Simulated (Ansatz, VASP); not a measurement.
# Ni (Nickel) in two plane-wave programs

One calculation is typed for both programs; each brings its own data sets and cutoff. How far apart do they land? The cell comes out of earlier VASP steps on this material, which relaxed, scaled or displaced it; both programs get it as it stands.

Program: Ansatz 0.2.0. Level of theory: plane waves, with VASP 6.6.1 beside it; relaxation of cell and atoms at PBEsol with D3(BJ). Results are calculated unless marked as measured.

## Step 1: The starting structure

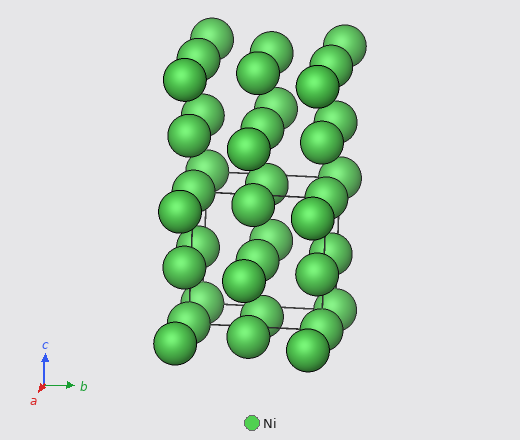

The cell as given, slightly off an axis (nickel green). 2×1×2 cells are drawn. This picture shows the conventional cell, with its axes. Some periodic images of atoms are drawn too.

As a file:

```cif
data_structure
_symmetry_space_group_name_H-M 'Fm-3m'
_symmetry_Int_Tables_number 225
_cell_length_a 3.4262
_cell_length_b 3.4262
_cell_length_c 3.4262
_cell_angle_alpha 90.000
_cell_angle_beta 90.000
_cell_angle_gamma 90.000
_cell_volume 40.22
loop_
_atom_site_label
_atom_site_type_symbol
_atom_site_symmetry_multiplicity
_atom_site_Wyckoff_symbol
_atom_site_fract_x
_atom_site_fract_y
_atom_site_fract_z
_atom_site_occupancy
Ni1 Ni 4 a 0.00000 0.00000 0.00000 1
```

## Step 2: VASP: relaxation of cell and atoms, PBEsol with D3(BJ)

The relaxed volume is the usual yardstick between codes: its relative difference is about their pressure difference at one cell divided by the bulk modulus.

Lines of VASP's logs that name or quote its potential files are left out, and so is its time.

The input, INCAR:

```
SYSTEM = Ni
PREC = Accurate
ENCUT = 450
EDIFF = 1E-06
NELM = 100
ISMEAR = 1
SIGMA = 0.1
LREAL = .FALSE.
ALGO = Normal
GGA = PS
IVDW = 12
NBANDS = 11
ISPIN = 2
MAGMOM = 1
LMAXMIX = 4
LORBIT = 11
LWAVE = .FALSE.
LCHARG = .FALSE.
KPAR = 2
IBRION = 2
NSW = 50
ISIF = 3
EDIFFG = -0.01
```

The input, POSCAR:

```
Ni
1.0
    0.0000000000      1.7130910446      1.7130910446
    1.7130910446      0.0000000000      1.7130910446
    1.7130910446      1.7130910446      0.0000000000
Ni
1
Direct
    0.0000000000      0.0000000000      0.0000000000
```

The input, KPOINTS:

```
Automatic mesh
0
Gamma
14 14 14
0 0 0
```

The projector-augmented-wave data sets are Ni (PBE family, release 64).

Started as:

```sh
> mpirun -np 2 vasp_std
```

Numbers of over 12 decimals in the logs are rounded to 6 here.

Log:

```text
[banner, memory and clock lines left out]
running    2 mpi-ranks, on    1 nodes
 distrk:  each k-point on    1 cores,    2 groups
 distr:  one band on    1 cores,    1 groups

 POSCAR found type information on POSCAR Ni
 POSCAR found :  1 types and       1 ions
|                                                                             |
|               ----> ADVICE to this user running VASP <----                  |
|                                                                             |
|     You enforced a specific xc type in the INCAR file but a different       |
|     [... a line on the potential file left out ...]
|     I HOPE YOU KNOW WHAT YOU ARE DOING!                                     |
|                                                                             |

 LDA part: xc-table for (Slater+PW92), standard interpolation
 POSCAR, INCAR and KPOINTS ok, starting setup
 FFT: planning ... GRIDC
 FFT: planning ... GRID_SOFT
 FFT: planning ... GRID
 WAVECAR not read
 entering main loop
       N       E                     dE             d eps       ncg     rms          rms(c)
DAV:   1     0.255910566503E+02    0.25591E+02   -0.42858E+03  4790   0.108E+03
DAV:   2    -0.653580029169E+01   -0.32127E+02   -0.30402E+02  4762   0.163E+02
DAV:   3    -0.732501449500E+01   -0.78921E+00   -0.77457E+00  5134   0.298E+01
DAV:   4    -0.733135450797E+01   -0.63400E-02   -0.63388E-02  5153   0.236E+00
DAV:   5    -0.733148189627E+01   -0.12739E-03   -0.12738E-03  5223   0.310E-01    0.115E+01
DAV:   6    -0.643790072311E+01    0.89358E+00   -0.15429E+01  5501   0.575E+01    0.577E+00
DAV:   7    -0.614702550909E+01    0.29088E+00   -0.23330E+00  5479   0.208E+01    0.208E+00
DAV:   8    -0.612821210876E+01    0.18813E-01   -0.20640E-02  6356   0.128E+00    0.103E+00
DAV:   9    -0.612562683191E+01    0.25853E-02   -0.11082E-03  6816   0.248E-01    0.313E-01
DAV:  10    -0.612480612258E+01    0.82071E-03   -0.91915E-04  6477   0.210E-01    0.407E-02
DAV:  11    -0.612480916643E+01   -0.30438E-05   -0.11094E-05  5647   0.291E-02    0.226E-02
DAV:  12    -0.612481014904E+01   -0.98260E-06   -0.53877E-06  4703   0.171E-02
   1 F= -.65764952E+01 E0= -.65762995E+01  d E =-.657650E+01  mag=     0.5517
 curvature:   0.00 expect dE= 0.000E+00 dE for cont linesearch  0.000E+00
 trial: gam= 0.00000 g(F)=  0.192E-61 g(S)=  0.142E-06 ort = 0.000E+00 (trialstep = 0.100E+01)
 search vector abs. value=  0.142E-06
 reached required accuracy - stopping structural energy minimisation
```

From OUTCAR (step 2):

```text
ion  position               nearest neighbor table
   1  0.000  0.000  0.000-

  LATTYP: Found a face centered cubic cell.
 ALAT       =     3.4261820892

 Subroutine GETGRP returns: Found 48 space group operations
 (whereof 48 operations were pure point group operations)

The static configuration has the point symmetry O_h .

 Found    104 irreducible k-points:

   k-points           NKPTS =    104   k-points in BZ     NKDIM =    104   number of bands    NBANDS=     11

   dimension x,y,z NGX =    18 NGY =   18 NGZ =   18
   dimension x,y,z NGXF=    36 NGYF=   36 NGZF=   36

   ENCUT  =  450.0 eV  33.07 Ry    5.75 a.u.   4.19  4.19  4.19*2*pi/ulx,y,z

   NELECT =      10.0000    total number of electrons

 k-points in reciprocal lattice and weights: Automatic mesh
   0.00000000  0.00000000  0.00000000       0.000
   0.07142857  0.00000000  0.00000000       0.003
   0.14285714  0.00000000  0.00000000       0.003
   0.21428571  0.00000000  0.00000000       0.003
   0.28571429  0.00000000  0.00000000       0.003
   0.35714286  0.00000000  0.00000000       0.003
   0.42857143  0.00000000  0.00000000       0.003
   0.50000000  0.00000000  0.00000000       0.001
   0.07142857  0.07142857  0.00000000       0.002
[...]
-0.28571429  0.42857143  0.21428571       0.009
  -0.28571429  0.50000000  0.21428571       0.004

 average (electrostatic) potential at core
       1 -80.8601

 E-fermi :  10.3496

 spin component 1
 k-point     1 :       0.0000    0.0000    0.0000
  band No.  band energies     occupation
    ...
      2       7.7539      1.00000
      3       7.7539      1.00000
      4       7.7539      1.00000
      5       9.0510      1.00000
      6       9.0510      1.00000
      7      34.7160      0.00000
      8      39.1818      0.00000
      9      39.1818      0.00000
     10      39.1818      0.00000
     11      42.4026      0.00000

 k-point     2 :       0.0714    0.0000    0.0000
  band No.  band energies     occupation
    ...
      2       7.6949      1.00000
      3       7.8036      1.00000
      4       7.8036      1.00000
      5       9.0298      1.00000
      6       9.0298      1.00000
      7      34.1012      0.00000
      8      36.9865      0.00000
      9      38.7648      0.00000
     10      38.7648      0.00000
     11      43.0315      0.00000

 k-point     3 :       0.1429    0.0000    0.0000
  band No.  band energies     occupation
    ...
      2       7.5466      1.00000
      3       7.9198      1.00000
      4       7.9198      1.00000
      5       8.9975      1.00000
      6       8.9975      1.00000
      7      31.1817      0.00000
      8      35.8030      0.00000
      9      38.0292      0.00000
     10      38.0292      0.00000
     11      43.3572      0.00000

 k-point     4 :       0.2143    0.0000    0.0000
  band No.  band energies     occupation
    ...
      2       7.3986      1.00000
      3       8.0028      1.00000
      4       8.0028      1.00000
      5       9.0489      1.00000
      6       9.0489      1.00000
      7      27.4279      0.00000
      8      35.2420      0.00000
      9      37.3805      0.00000
     10      37.3805      0.00000
     11      43.5608      0.00000

 k-point     5 :       0.2857    0.0000    0.0000
  band No.  band energies     occupation
    ...
      2       7.4327      1.00000
      3       7.9699      1.00000
      4       7.9699      1.00000
      5       9.2501      1.00000
      6       9.2501      1.00000
      7      23.7857      0.00000
      8      34.5384      0.00000
      9      36.8999      0.00000
     10      36.8999      0.00000
     11      41.9821      0.00000

 k-point     6 :       0.3571    0.0000    0.0000
  band No.  band energies     occupation
    ...
      2       7.8703      1.00000
      3       7.8703      1.00000
      4       7.9848      1.00000
      5       9.5200      1.00000
      6       9.5200      1.00000
      7      20.4780      0.00000
      8      33.8393      0.00000
      9      36.5871      0.00000
     10      36.5871      0.00000
     11      40.5244      0.00000

 Edisp (eV)   -0.45169

  Total      -0.00099    -0.00099    -0.00099    -0.00000     0.00000     0.00000
  in kB      -0.15803    -0.15803    -0.15803    -0.00000     0.00000     0.00000
  external pressure =       -0.16 kB  Pullay stress =        0.00 kB

  energy-cutoff  :      450.00
  volume of cell :       10.05
      direct lattice vectors                 reciprocal lattice vectors
     0.000000000  1.713091045  1.713091045    -0.291870068  0.291870068  0.291870068
     1.713091045  0.000000000  1.713091045     0.291870068 -0.291870068  0.291870068
     1.713091045  1.713091045  0.000000000     0.291870068  0.291870068 -0.291870068

 POSITION                                       TOTAL-FORCE (eV/Angst)
 -----------------------------------------------------------------------------------
      0.00000      0.00000      0.00000         0.000000     -0.000000     -0.000000
 -----------------------------------------------------------------------------------
    total drift:                                0.000000     -0.000000      0.000000

  FREE ENERGIE OF THE ION-ELECTRON SYSTEM (eV)
  ---------------------------------------------------
  free  energy   TOTEN  =        -6.5764952426 eV

  energy  without entropy=       -6.5759079442  energy(sigma->0) =       -6.57629948

 reached required accuracy - stopping structural energy minimisation

 total charge
# of ion       s       p       d       tot
------------------------------------------
    1        0.535   0.577   8.354   9.466

 magnetization (x)
# of ion       s       p       d       tot
------------------------------------------
    1       -0.008  -0.026   0.589   0.556

[... 6 further parts left out ...]
```

CONTCAR:

```
Ni
   1.00000000000000
     0.0000000000000000    1.7130910446000001    1.7130910446000001
     1.7130910446000001    0.0000000000000000    1.7130910446000001
     1.7130910446000001    1.7130910446000001    0.0000000000000000
  Ni
     1
Direct
     0.0000000000000000    0.0000000000000000    0.0000000000000000
```

(Continued in part 2 of 2.)

[Lines on the potential files, build, host, timing and source positions are cut from VASP's logs without a mark.]

[Logs are printed without paths, hosts, clocks, repeated set-up lines and the standing remarks that a program may print on its own settings, such as how far it seeks lower states.]

[Hosts, paths, dates, database ids (printed as entryN), source tags and the programs' standing remarks are cut or masked in the printed files.]
